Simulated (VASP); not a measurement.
Band structure of Sr (space group Fm-3m). Calculation: PBE GGA, VASP's PBE PAW potentials (set 64) (plane waves; VASP).

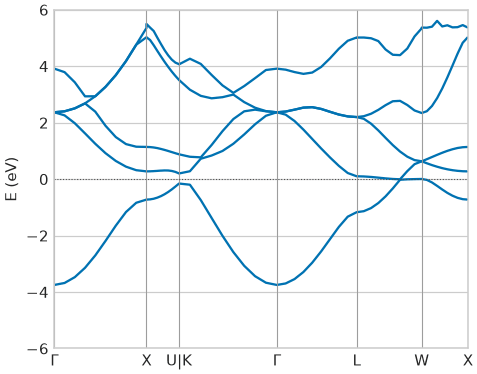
Figure: Bands along high-symmetry lines, zero at the valence-band maximum or, without a gap, the Fermi level

Question: Read the plot: is there a gap, and where are the band edges?

Answer: It has no gap at this level: it comes out as a metal or semimetal.

The structure is a typed Sr crystal. The cell was not relaxed at this level.
